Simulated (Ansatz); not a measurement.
H₅NSi₂ (SMILES [SiH]N[SiH3])

The calculation's input:

```
crystal:
  periodic: [false, false, false]
  atoms:
    - {symbol: N, position_ang: [1.474259, -0.870840, 0.842561]}
    - {symbol: Si, position_ang: [1.910257, 0.776558, 0.505409]}
    - {symbol: Si, position_ang: [0.617397, -1.993601, -0.220533]}
    - {symbol: H, position_ang: [1.286653, 0.743859, -0.908057]}
    - {symbol: H, position_ang: [1.742382, -1.233608, 1.757696]}
    - {symbol: H, position_ang: [0.468569, -3.294793, 0.499785]}
    - {symbol: H, position_ang: [1.383619, -2.216041, -1.479955]}
    - {symbol: H, position_ang: [-0.734268, -1.466732, -0.564165]}
basis:
  gaussian: {orbitals: def2-TZVPD}
hamiltonian: {xc: pbe0}
output: {forces: true, orbitals: {seedname: orbitals}}
```

Run with:

```sh
ansatz run input.yaml --threads 1 --pin off --max-ram 2610MiB --events-out events.jsonl --progress --plain --runs-dir runs
```

Geometry: r2SCAN-D4/def2-SVP.

The calculation used isolated molecule in a Gaussian basis; Kohn-Sham density functional theory, functional PBE0 in Ansatz.

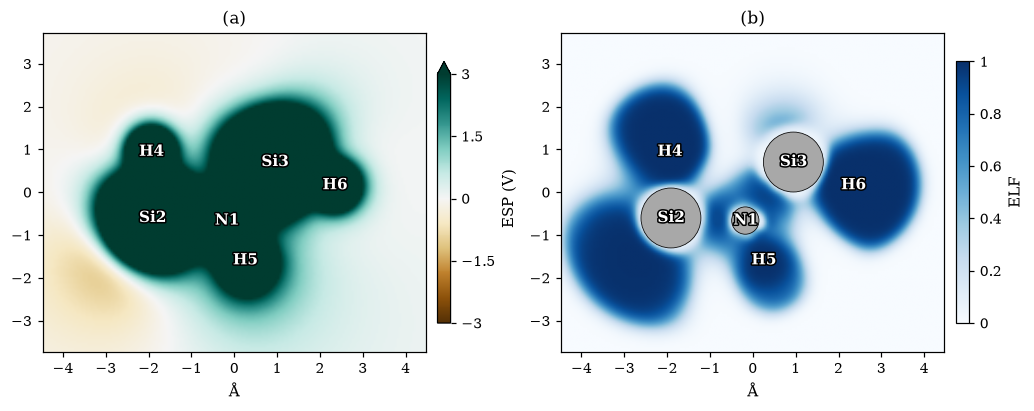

Figure 1. (a) electrostatic potential; (b) ELF on the plane of atoms N1, Si2 and H4. Grey discs cover the atomic cores in the ELF map.

What do the fields say about this system?

- Atoms in the plane: N, Si and H.
- Si–N (1.74 Å): the ELF peaks at about 0.90 between the atoms; a polar covalent bond.
- N–H (1.02 Å): the ELF climbs to about 1 towards the hydrogen, as it does in any bond to H (an ordinary covalent bond to hydrogen).
- Si–H (1.49 Å): the ELF climbs to about 1 towards the hydrogen.
- The ELF also peaks beside Si2, away from the bonds: lone-pair regions.
- Outside the dense part of the molecule the potential is most negative (−1.0 V) near Si2.

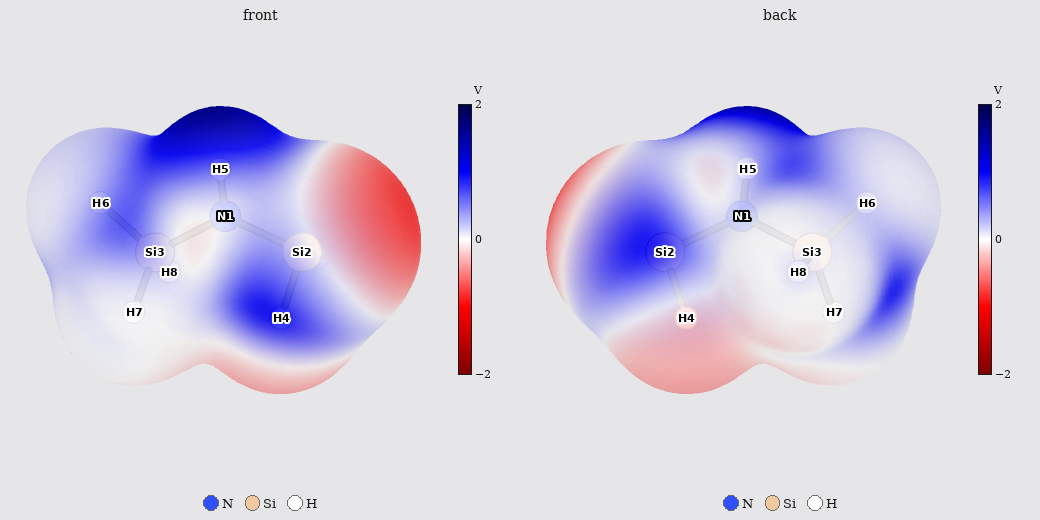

Figure 2. The molecular electrostatic potential painted on the density surface at 0.001 e/bohr³, seen from the front and from behind; the colour scale runs from red (negative) to blue (positive).

Where is the surface potential most negative and most positive?

The most negative region (about −0.8 V) lies over Si2, the most positive (about +1.6 V) over H5.

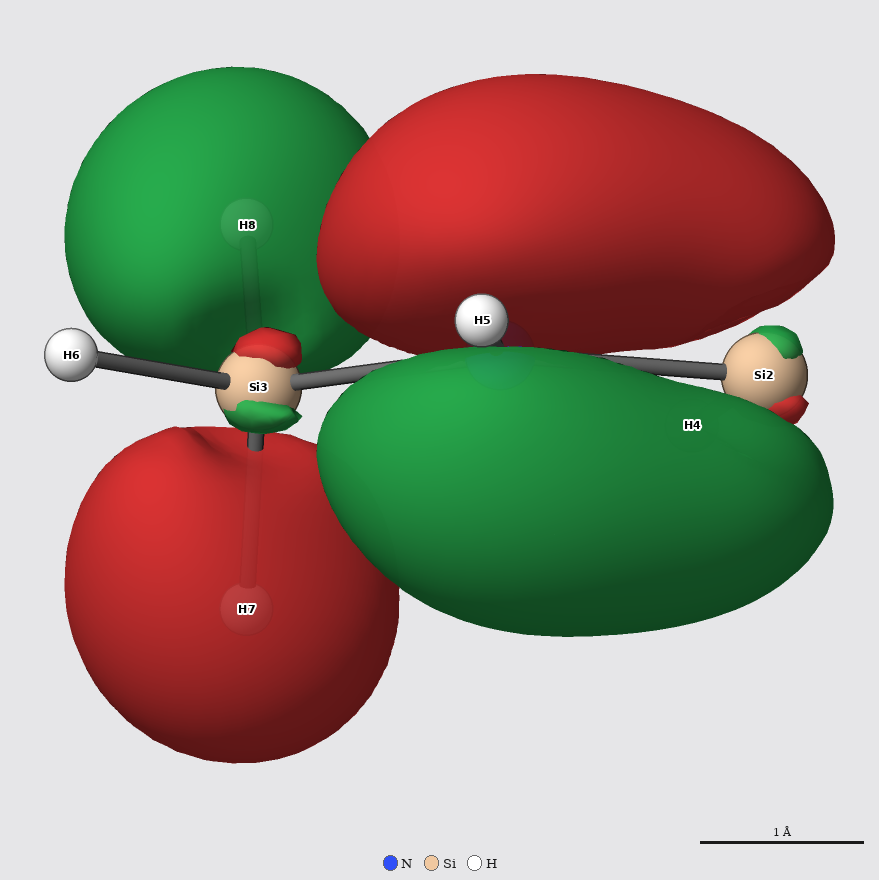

Figure 3. The HOMO−1 at ±0.08 Å⁻³ᐟ² (green and red are the two phases), seen from one side.

Where does this orbital lie, and at what energy?

By Hirshfeld shares it lies mainly on N1 (about 45 %), Si3 (about 15 %), Si2 (about 15 %), H8 (about 10 %) and H7 (about 10 %). Its energy is −8.35 eV.

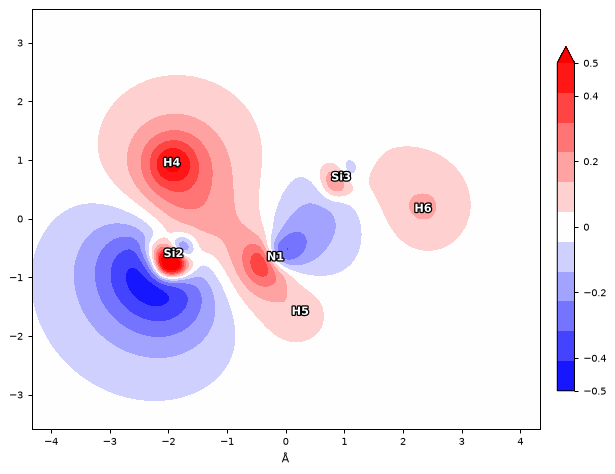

Figure 4. The HOMO on the plane of atoms N1, Si3 and H6 (values in Å⁻³ᐟ²; the overall sign is arbitrary).

Where does this orbital lie, and at what energy?

By Hirshfeld shares it lies mainly on Si2 (about 75 %), H4 (about 15 %) and N1 (about 5 %). Its energy is −6.56 eV.
